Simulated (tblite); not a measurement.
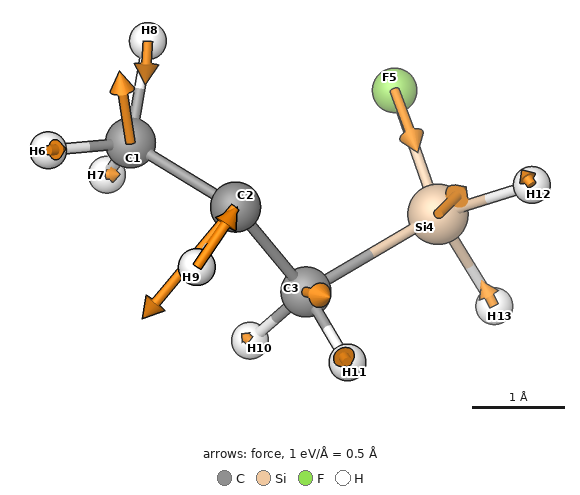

Starting geometry of C₃H₈FSi (multiplicity 2) with the computed forces as orange arrows. The picture is a ball-and-stick view, seen at a tilt.

Theory: GFN2-xTB geometry optimisation, gas phase (tblite). 

**What follows when this structure is relaxed?**

It isn't relaxed: the largest force vector, on C2, is 3.23 eV/Å. The final displacements follow the starting forces only in part (cosine between the two patterns 0.43). The largest move after the best rigid fit is that of H9, 0.85 Å. By element the largest moves are H 0.85 Å, F 0.28 Å, C 0.26 Å, Si 0.12 Å. Near-neighbour distances that change, for instance: Si4–F5 1.680 → 1.612 Å, C2–H9 1.136 → 1.077 Å, C3–Si4 1.874 → 1.926 Å, Si4–H13 1.495 → 1.456 Å. Bond angles that change, for instance: C3–C2–H9 105.5° → 118.8°, C1–C2–H9 107.8° → 118.1°, H12–Si4–H13 106.1° → 114.8°. Over 70 geometry steps the energy falls by 0.832 eV. The run took 0.24 s on 1 thread of Arm Neoverse V2 (shared host).
